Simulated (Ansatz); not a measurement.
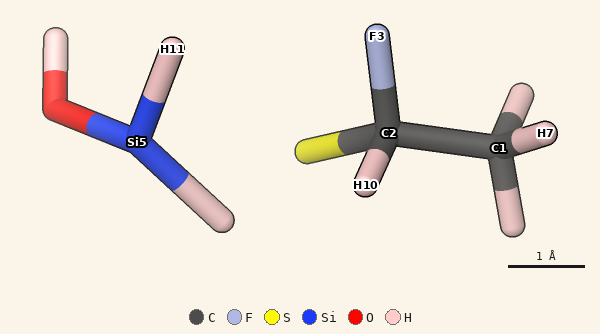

Figure 1. The input geometry (stick view, seen at a tilt; atoms are numbered from 1 in the order of the input).

**Molecular dynamics, with input and output: C2H7FOSSi (part 1 of 4)**

The run: molecular dynamics of C2H7FOSSi. Method and program: RKS BHLYP/6-31G* (Ansatz 0.2.0).

It belongs to a series of runs on one base structure; here: dynamics from the highest image of the converged band. Figures and captions count atoms from 1; the log counts them from 0 in places.

The input
```yaml
crystal:
  periodic: [false, false, false]
  atoms:
    - { symbol: C, position_ang: [-0.256462, -2.365341, 0.049865] }
    - { symbol: C, position_ang: [0.204162, -0.945996, -0.174879] }
    - { symbol: F, position_ang: [0.124878, -0.673452, -1.520404] }
    - { symbol: S, position_ang: [-0.798164, 0.23986, 0.765135] }
    - { symbol: Si, position_ang: [0.700717, 2.315206, 0.227809] }
    - { symbol: O, position_ang: [-0.340879, 3.571739, 0.430523] }
    - { symbol: H, position_ang: [0.347744, -3.034494, -0.556941] }
    - { symbol: H, position_ang: [-1.295706, -2.473835, -0.244329] }
    - { symbol: H, position_ang: [-0.155786, -2.64364, 1.09345] }
    - { symbol: H, position_ang: [1.246012, -0.823426, 0.112458] }
    - { symbol: H, position_ang: [0.725256, 1.951649, -1.20953] }
    - { symbol: H, position_ang: [0.521435, 1.126569, 1.28698] }
    - { symbol: H, position_ang: [-1.002809, 3.72036, -0.245438] }
basis:
  gaussian: { orbitals: "6-31G*" }
hamiltonian:
  xc: { name: BHLYP }
md:
  timestep: 0.5
  n_steps: 67
  ensemble: nve
  temperature: 300.0
  initial_velocities: maxwell_boltzmann
  seed: 5963
```

Hardware: 2 threads of Arm Neoverse N1, 24 GiB of memory available, shared host.

Launched with:
```bash
ansatz run input.yaml --threads 2 --pin off --max-ram 3072MiB --backend cpu --events-out ev --progress --plain --runs-dir out
```

Output
```
Engine: ansatz 0.2.0, aarch64-unknown-linux-gnu
Functional definition: BHLYP
  parameter a = 0.5
  exchange = (1 - a)*b88_x + a*exact_x
  correlation = lyp_c
1189 factors; integrals over basis functions are off by at most 4.7e-4 eV
mean field evaluation 1: about -25653.9818 eV, gradient 5.1e1 eV
mean field evaluation 2: about -25653.1855 eV, gradient 5.6e1 eV
mean field evaluation 4: about -25658.8207 eV, gradient 1.9e0 eV
mean field evaluation 8: about -25658.8947 eV, gradient 2.1e-1 eV
mean field evaluation 16: about -25658.8949 eV, gradient 1.9e-4 eV
mean field -25658.89489496 eV, -942.9469951661 hartree, gradient 4.1e-5 eV, S^2 0.000000; 0 other end points of the search recorded, 0 dependent functions left out
the calculation of the forces begins
reference -25658.89506248 eV, -942.9470013224 hartree; 33, 33 occupied and 79, 79 virtual orbitals, 1189 factors
md step     0: t =     0.00 fs  T =   300.0 K  F+E_penalty+E_count = -25658.89489496 eV  E_kin = 0.426558 eV  conserved = -25658.46833696 eV  (28 SCF iters)
these checks for a lower state are left out or cut short: starts, cluster_reference, orbital_swaps, neighbouring_geometries, increment
1189 factors; integrals over basis functions are off by at most 4.7e-4 eV
mean field -25658.88770024 eV, -942.9467307652 hartree, gradient 9.3e-6 eV, S^2 0.000000; 0 other end points of the search recorded, 0 dependent functions left out
[... from here on the field's lines of each further geometry are left out, up to the last ...]
md step     1: t =     0.50 fs  T =   295.0 K  F+E_penalty+E_count = -25658.88770024 eV  E_kin = 0.419483 eV  conserved = -25658.46821757 eV  (34 SCF iters)
md step     2: t =     1.00 fs  T =   281.5 K  F+E_penalty+E_count = -25658.86811612 eV  E_kin = 0.400251 eV  conserved = -25658.46786477 eV  (27 SCF iters)
md step     3: t =     1.50 fs  T =   263.2 K  F+E_penalty+E_count = -25658.84169068 eV  E_kin = 0.374279 eV  conserved = -25658.46741182 eV  (27 SCF iters)
md step     4: t =     2.00 fs  T =   245.1 K  F+E_penalty+E_count = -25658.81549183 eV  E_kin = 0.348448 eV  conserved = -25658.46704395 eV  (27 SCF iters)
md step     5: t =     2.50 fs  T =   230.9 K  F+E_penalty+E_count = -25658.79525887 eV  E_kin = 0.328353 eV  conserved = -25658.46690583 eV  (27 SCF iters)
md step     6: t =     3.00 fs  T =   222.4 K  F+E_penalty+E_count = -25658.78318751 eV  E_kin = 0.316161 eV  conserved = -25658.46702651 eV  (27 SCF iters)
md step     7: t =     3.50 fs  T =   218.1 K  F+E_penalty+E_count = -25658.77747212 eV  E_kin = 0.310160 eV  conserved = -25658.46731245 eV  (27 SCF iters)
md step     8: t =     4.00 fs  T =   215.3 K  F+E_penalty+E_count = -25658.77370924 eV  E_kin = 0.306098 eV  conserved = -25658.46761099 eV  (28 SCF iters)
md step     9: t =     4.50 fs  T =   210.6 K  F+E_penalty+E_count = -25658.76723473 eV  E_kin = 0.299444 eV  conserved = -25658.46779096 eV  (27 SCF iters)
md step    10: t =     5.00 fs  T =   202.1 K  F+E_penalty+E_count = -25658.75517047 eV  E_kin = 0.287378 eV  conserved = -25658.46779266 eV  (27 SCF iters)
md step    11: t =     5.50 fs  T =   189.7 K  F+E_penalty+E_count = -25658.73740085 eV  E_kin = 0.269770 eV  conserved = -25658.46763124 eV  (27 SCF iters)
md step    12: t =     6.00 fs  T =   175.1 K  F+E_penalty+E_count = -25658.71638375 eV  E_kin = 0.249012 eV  conserved = -25658.46737217 eV  (27 SCF iters)
md step    13: t =     6.50 fs  T =   161.1 K  F+E_penalty+E_count = -25658.69614424 eV  E_kin = 0.229043 eV  conserved = -25658.46710153 eV  (27 SCF iters)
md step    14: t =     7.00 fs  T =   150.5 K  F+E_penalty+E_count = -25658.68091547 eV  E_kin = 0.214014 eV  conserved = -25658.46690115 eV  (27 SCF iters)
md step    15: t =     7.50 fs  T =   145.6 K  F+E_penalty+E_count = -25658.67383991 eV  E_kin = 0.207012 eV  conserved = -25658.46682762 eV  (27 SCF iters)
md step    16: t =     8.00 fs  T =   147.1 K  F+E_penalty+E_count = -25658.67607398 eV  E_kin = 0.209177 eV  conserved = -25658.46689734 eV  (27 SCF iters)
md step    17: t =     8.50 fs  T =   154.3 K  F+E_penalty+E_count = -25658.68653829 eV  E_kin = 0.219457 eV  conserved = -25658.46708106 eV  (27 SCF iters)
md step    18: t =     9.00 fs  T =   165.3 K  F+E_penalty+E_count = -25658.70237056 eV  E_kin = 0.235052 eV  conserved = -25658.46731881 eV  (27 SCF iters)
md step    19: t =     9.50 fs  T =   177.5 K  F+E_penalty+E_count = -25658.71985868 eV  E_kin = 0.252313 eV  conserved = -25658.46754584 eV  (27 SCF iters)
md step    20: t =    10.00 fs  T =   188.3 K  F+E_penalty+E_count = -25658.73546068 eV  E_kin = 0.267748 eV  conserved = -25658.46771243 eV  (30 SCF iters)
md step    21: t =    10.50 fs  T =   196.1 K  F+E_penalty+E_count = -25658.74660553 eV  E_kin = 0.278820 eV  conserved = -25658.46778508 eV  (26 SCF iters)
md step    22: t =    11.00 fs  T =   200.1 K  F+E_penalty+E_count = -25658.75222995 eV  E_kin = 0.284488 eV  conserved = -25658.46774188 eV  (26 SCF iters)
md step    23: t =    11.50 fs  T =   200.8 K  F+E_penalty+E_count = -25658.75310386 eV  E_kin = 0.285522 eV  conserved = -25658.46758161 eV  (27 SCF iters)
md step    24: t =    12.00 fs  T =   200.1 K  F+E_penalty+E_count = -25658.75180044 eV  E_kin = 0.284454 eV  conserved = -25658.46734657 eV  (27 SCF iters)
md step    25: t =    12.50 fs  T =   200.3 K  F+E_penalty+E_count = -25658.75199300 eV  E_kin = 0.284864 eV  conserved = -25658.46712905 eV  (26 SCF iters)
md step    26: t =    13.00 fs  T =   204.0 K  F+E_penalty+E_count = -25658.75703014 eV  E_kin = 0.289996 eV  conserved = -25658.46703371 eV  (27 SCF iters)
md step    27: t =    13.50 fs  T =   211.9 K  F+E_penalty+E_count = -25658.76835691 eV  E_kin = 0.301241 eV  conserved = -25658.46711618 eV  (27 SCF iters)
md step    28: t =    14.00 fs  T =   223.2 K  F+E_penalty+E_count = -25658.78467632 eV  E_kin = 0.317328 eV  conserved = -25658.46734848 eV  (27 SCF iters)
md step    29: t =    14.50 fs  T =   235.4 K  F+E_penalty+E_count = -25658.80237002 eV  E_kin = 0.334734 eV  conserved = -25658.46763561 eV  (27 SCF iters)
md step    30: t =    15.00 fs  T =   245.5 K  F+E_penalty+E_count = -25658.81693950 eV  E_kin = 0.349072 eV  conserved = -25658.46786704 eV  (34 SCF iters)
md step    31: t =    15.50 fs  T =   250.9 K  F+E_penalty+E_count = -25658.82471741 eV  E_kin = 0.356754 eV  conserved = -25658.46796336 eV  (34 SCF iters)
md step    32: t =    16.00 fs  T =   250.6 K  F+E_penalty+E_count = -25658.82414728 eV  E_kin = 0.356255 eV  conserved = -25658.46789230 eV  (34 SCF iters)
md step    33: t =    16.50 fs  T =   245.2 K  F+E_penalty+E_count = -25658.81632117 eV  E_kin = 0.348653 eV  conserved = -25658.46766858 eV  (33 SCF iters)
md step    34: t =    17.00 fs  T =   237.3 K  F+E_penalty+E_count = -25658.80476450 eV  E_kin = 0.337418 eV  conserved = -25658.46734644 eV  (33 SCF iters)
md step    35: t =    17.50 fs  T =   230.4 K  F+E_penalty+E_count = -25658.79456867 eV  E_kin = 0.327555 eV  conserved = -25658.46701342 eV  (28 SCF iters)
md step    36: t =    18.00 fs  T =   228.0 K  F+E_penalty+E_count = -25658.79098720 eV  E_kin = 0.324211 eV  conserved = -25658.46677584 eV  (26 SCF iters)
md step    37: t =    18.50 fs  T =   232.8 K  F+E_penalty+E_count = -25658.79774860 eV  E_kin = 0.331022 eV  conserved = -25658.46672674 eV  (27 SCF iters)
md step    38: t =    19.00 fs  T =   245.3 K  F+E_penalty+E_count = -25658.81561256 eV  E_kin = 0.348713 eV  conserved = -25658.46689979 eV  (26 SCF iters)
md step    39: t =    19.50 fs  T =   263.5 K  F+E_penalty+E_count = -25658.84187079 eV  E_kin = 0.374631 eV  conserved = -25658.46723949 eV  (33 SCF iters)
md step    40: t =    20.00 fs  T =   283.9 K  F+E_penalty+E_count = -25658.87123536 eV  E_kin = 0.403622 eV  conserved = -25658.46761356 eV  (33 SCF iters)
md step    41: t =    20.50 fs  T =   302.4 K  F+E_penalty+E_count = -25658.89789734 eV  E_kin = 0.430027 eV  conserved = -25658.46787028 eV  (29 SCF iters)
md step    42: t =    21.00 fs  T =   316.5 K  F+E_penalty+E_count = -25658.91789065 eV  E_kin = 0.449988 eV  conserved = -25658.46790314 eV  (33 SCF iters)
md step    43: t =    21.50 fs  T =   325.7 K  F+E_penalty+E_count = -25658.93074662 eV  E_kin = 0.463051 eV  conserved = -25658.46769574 eV  (33 SCF iters)
md step    44: t =    22.00 fs  T =   332.3 K  F+E_penalty+E_count = -25658.93974828 eV  E_kin = 0.472419 eV  conserved = -25658.46732914 eV  (32 SCF iters)
md step    45: t =    22.50 fs  T =   340.2 K  F+E_penalty+E_count = -25658.95065654 eV  E_kin = 0.483701 eV  conserved = -25658.46695591 eV  (32 SCF iters)
md step    46: t =    23.00 fs  T =   353.5 K  F+E_penalty+E_count = -25658.96934071 eV  E_kin = 0.502601 eV  conserved = -25658.46674019 eV  (32 SCF iters)
md step    47: t =    23.50 fs  T =   374.5 K  F+E_penalty+E_count = -25658.99923875 eV  E_kin = 0.532452 eV  conserved = -25658.46678646 eV  (32 SCF iters)
md step    48: t =    24.00 fs  T =   402.8 K  F+E_penalty+E_count = -25659.03975992 eV  E_kin = 0.572674 eV  conserved = -25658.46708636 eV  (32 SCF iters)
md step    49: t =    24.50 fs  T =   435.3 K  F+E_penalty+E_count = -25659.08641720 eV  E_kin = 0.618895 eV  conserved = -25658.46752174 eV  (32 SCF iters)
md step    50: t =    25.00 fs  T =   467.5 K  F+E_penalty+E_count = -25659.13264757 eV  E_kin = 0.664727 eV  conserved = -25658.46792091 eV  (32 SCF iters)
md step    51: t =    25.50 fs  T =   495.3 K  F+E_penalty+E_count = -25659.17245253 eV  E_kin = 0.704313 eV  conserved = -25658.46813933 eV  (32 SCF iters)
md step    52: t =    26.00 fs  T =   516.6 K  F+E_penalty+E_count = -25659.20264110 eV  E_kin = 0.734522 eV  conserved = -25658.46811922 eV  (32 SCF iters)
md step    53: t =    26.50 fs  T =   531.6 K  F+E_penalty+E_count = -25659.22374528 eV  E_kin = 0.755841 eV  conserved = -25658.46790457 eV  (32 SCF iters)
md step    54: t =    27.00 fs  T =   542.8 K  F+E_penalty+E_count = -25659.23935459 eV  E_kin = 0.771745 eV  conserved = -25658.46760980 eV  (32 SCF iters)
md step    55: t =    27.50 fs  T =   553.5 K  F+E_penalty+E_count = -25659.25434166 eV  E_kin = 0.786980 eV  conserved = -25658.46736166 eV  (32 SCF iters)
md step    56: t =    28.00 fs  T =   566.6 K  F+E_penalty+E_count = -25659.27287985 eV  E_kin = 0.805635 eV  conserved = -25658.46724449 eV  (32 SCF iters)
md step    57: t =    28.50 fs  T =   583.6 K  F+E_penalty+E_count = -25659.29708503 eV  E_kin = 0.829804 eV  conserved = -25658.46728094 eV  (32 SCF iters)
md step    58: t =    29.00 fs  T =   604.3 K  F+E_penalty+E_count = -25659.32661347 eV  E_kin = 0.859168 eV  conserved = -25658.46744504 eV  (32 SCF iters)
md step    59: t =    29.50 fs  T =   626.9 K  F+E_penalty+E_count = -25659.35904584 eV  E_kin = 0.891361 eV  conserved = -25658.46768504 eV  (32 SCF iters)
md step    60: t =    30.00 fs  T =   649.0 K  F+E_penalty+E_count = -25659.39070109 eV  E_kin = 0.922760 eV  conserved = -25658.46794146 eV  (29 SCF iters)
md step    61: t =    30.50 fs  T =   667.8 K  F+E_penalty+E_count = -25659.41760281 eV  E_kin = 0.949450 eV  conserved = -25658.46815319 eV  (31 SCF iters)
md step    62: t =    31.00 fs  T =   680.9 K  F+E_penalty+E_count = -25659.43645778 eV  E_kin = 0.968191 eV  conserved = -25658.46826639 eV  (31 SCF iters)
md step    63: t =    31.50 fs  T =   687.3 K  F+E_penalty+E_count = -25659.44550884 eV  E_kin = 0.977263 eV  conserved = -25658.46824587 eV  (31 SCF iters)
md step    64: t =    32.00 fs  T =   687.1 K  F+E_penalty+E_count = -25659.44507146 eV  E_kin = 0.976981 eV  conserved = -25658.46809034 eV  (31 SCF iters)
md step    65: t =    32.50 fs  T =   682.0 K  F+E_penalty+E_count = -25659.43752410 eV  E_kin = 0.969680 eV  conserved = -25658.46784379 eV  (31 SCF iters)
md step    66: t =    33.00 fs  T =   674.5 K  F+E_penalty+E_count = -25659.42660388 eV  E_kin = 0.959015 eV  conserved = -25658.46758897 eV  (31 SCF iters)
the calculation of the forces begins
reference -25659.41629444 eV, -942.9661562436 hartree; 33, 33 occupied and 79, 79 virtual orbitals, 1189 factors
1189 factors; integrals over basis functions are off by at most 6.7e-4 eV
mean field evaluation 512: about -25659.3446 eV, gradient 2.1e-1 eV
mean field -25659.41612871 eV, -942.9661501532 hartree, gradient 1.1e-5 eV, S^2 0.000000; 1 other end points of the search recorded, 0 dependent functions left out
the calculation of the forces begins
reference -25659.41629444 eV, -942.9661562436 hartree; 33, 33 occupied and 79, 79 virtual orbitals, 1189 factors
md step    67: t =    33.50 fs  T =   667.2 K  F+E_penalty+E_count = -25659.41612871 eV  E_kin = 0.948713 eV  conserved = -25658.46741607 eV  (29 SCF iters)
```

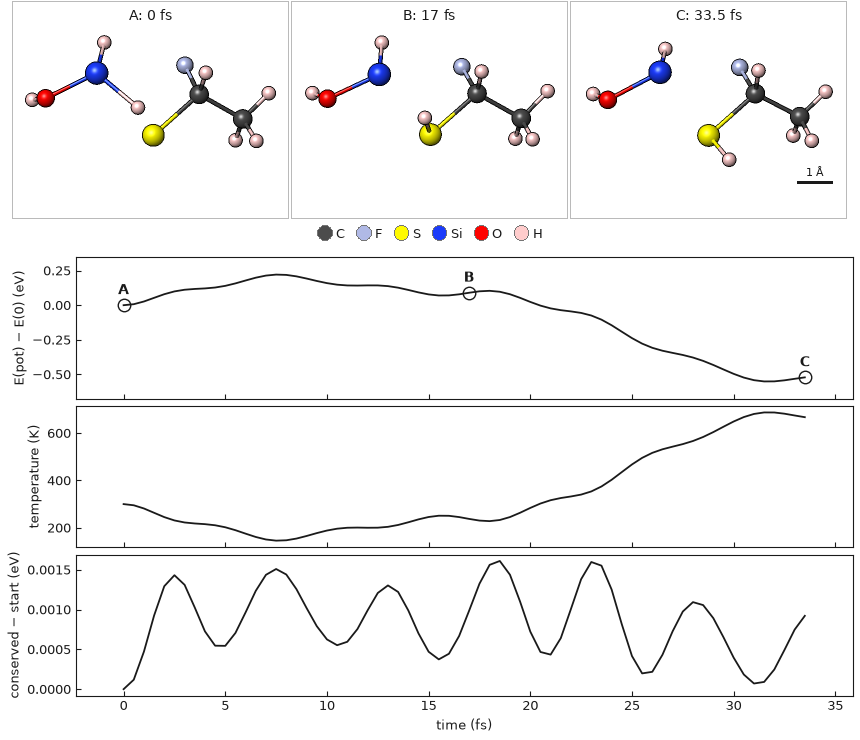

Figure 2. Frames of the molecular dynamics (ball-and-stick, seen at a tilt) above the curves, on which the letters mark them. The trajectory kept here has 68 frames over 33.5 fs. The temperature starts at 300 K, ranges from 146 to 687 K and averages 464 K over the second half. The potential energy ends 0.521 eV below its first value. The conserved quantity stays within 0.0016 eV. After an unweighted best fit of the last frame on the first, the root-mean-square displacement is 0.49 Å, and H12 has moved furthest (1.56 Å).

```
Total energy: -25659.41629444 eV, -942.9661562436 hartree
Atom 0 at    -0.117616    -2.282539     0.098680 Å, force    -0.355851    -0.069741     0.939445 eV/Å
Atom 1 at     0.219973    -0.877475    -0.198676 Å, force     1.740412     0.831305     1.071409 eV/Å
Atom 2 at     0.033572    -0.585057    -1.496355 Å, force    -0.459925    -0.225423    -0.614146 eV/Å
Atom 3 at    -0.822621     0.318145     0.738799 Å, force    -0.228687    -0.358541     0.539018 eV/Å
Atom 4 at     0.783772     2.206228     0.226615 Å, force    -0.675089     1.182456    -0.043222 eV/Å
Atom 5 at    -0.397056     3.447665     0.395884 Å, force     0.835922    -0.492495    -0.077895 eV/Å
Atom 6 at     0.486388    -2.940179    -0.470585 Å, force     0.799798    -0.619241    -0.402958 eV/Å
Atom 7 at    -1.113230    -2.414104    -0.228632 Å, force    -1.196937    -0.448118    -0.159415 eV/Å
Atom 8 at    -0.055880    -2.523122     1.171072 Å, force     0.110439     0.137798    -0.572407 eV/Å
Atom 9 at     1.275006    -0.634629     0.032754 Å, force    -0.633906    -0.151620    -0.028764 eV/Å
Atom 10 at     0.480367     1.813324    -1.234174 Å, force     0.040891     0.083805     0.331483 eV/Å
Atom 11 at    -0.547670    -0.094504     2.021257 Å, force     0.020733     0.267584    -1.037297 eV/Å
Atom 12 at    -0.905352     3.663014    -0.385722 Å, force     0.002200    -0.137769     0.054749 eV/Å
Dipole moment:    -0.204871    -0.932543     0.088486 e Å
```

Trajectory as extended XYZ (Å, eV, eV/Å), 59 of the 68 frames kept, from step=0 to step=67
```
13
Properties=species:S:1:pos:R:3:forces:R:3 step=0 time_fs=0.0 energy=-25658.89490 temperature=300.0
C    -0.2565   -2.3653    0.0499   -0.0002   0.0003   0.0003
C     0.2042   -0.9460   -0.1749    0.0005  -0.0008   0.0017
F     0.1249   -0.6735   -1.5204   -0.0002   0.0003  -0.0014
S    -0.7982    0.2399    0.7651    0.0009   0.0002   0.0000
Si    0.7007    2.3152    0.2278   -0.0003  -0.0004  -0.0016
O    -0.3409    3.5717    0.4305    0.0001   0.0023   0.0025
H     0.3477   -3.0345   -0.5569    0.0001  -0.0003  -0.0001
H    -1.2957   -2.4738   -0.2443    0.0002   0.0003  -0.0003
H    -0.1558   -2.6436    1.0934   -0.0002   0.0000  -0.0002
H     1.2460   -0.8234    0.1125   -0.0004   0.0000  -0.0002
H     0.7253    1.9516   -1.2095    0.0000  -0.0001   0.0000
H     0.5214    1.1266    1.2870   -0.0005  -0.0003   0.0006
H    -1.0028    3.7204   -0.2454    0.0000  -0.0015  -0.0014
13
Properties=species:S:1:pos:R:3:forces:R:3 step=1 time_fs=0.5 energy=-25658.88770 temperature=295.0
C    -0.2525   -2.3634    0.0500    0.0115   0.0716   0.3977
C     0.2028   -0.9459   -0.1768    0.3416   0.1016   0.1844
F     0.1235   -0.6717   -1.5188   -0.0306  -0.0134  -0.1005
S    -0.7977    0.2421    0.7643   -0.0253  -0.0406   0.0015
Si    0.6987    2.3131    0.2288    0.1531  -0.0975  -0.1190
O    -0.3395    3.5674    0.4297    0.1136   0.0406   0.2144
H     0.3418   -3.0331   -0.5507    0.1878  -0.1628  -0.1766
H    -1.2839   -2.4640   -0.2396   -0.3454  -0.0655  -0.1229
H    -0.1630   -2.6501    1.0971    0.0445   0.0996  -0.1419
H     1.2512   -0.8201    0.1106   -0.2074  -0.0158  -0.0445
H     0.7269    1.9545   -1.2158   -0.0110   0.0206   0.0984
H     0.5175    1.1196    1.2849   -0.0051  -0.0078   0.0177
H    -0.9904    3.7146   -0.2494   -0.2273   0.0694  -0.2089
13
Properties=species:S:1:pos:R:3:forces:R:3 step=2 time_fs=1.0 energy=-25658.86812 temperature=281.5
C    -0.2486   -2.3614    0.0503    0.0160   0.1343   0.7661
C     0.2016   -0.9457   -0.1787    0.6560   0.2020   0.3580
F     0.1222   -0.6699   -1.5172   -0.0606  -0.0264  -0.2000
S    -0.7972    0.2444    0.7635   -0.0519  -0.0823   0.0029
Si    0.6967    2.3109    0.2299    0.3084  -0.1939  -0.2297
O    -0.3382    3.5631    0.4289    0.1944   0.0885   0.4025
H     0.3363   -3.0321   -0.5449    0.3633  -0.3179  -0.3437
H    -1.2729   -2.4543   -0.2351   -0.6737  -0.1269  -0.2390
H    -0.1701   -2.6564    1.1004    0.0911   0.1947  -0.2685
H     1.2558   -0.8169    0.1086   -0.3883  -0.0293  -0.0814
H     0.7286    1.9575   -1.2218   -0.0223   0.0386   0.1902
H     0.5135    1.1126    1.2828   -0.0091  -0.0150   0.0353
H    -0.9786    3.7089   -0.2539   -0.4231   0.1335  -0.3924
```
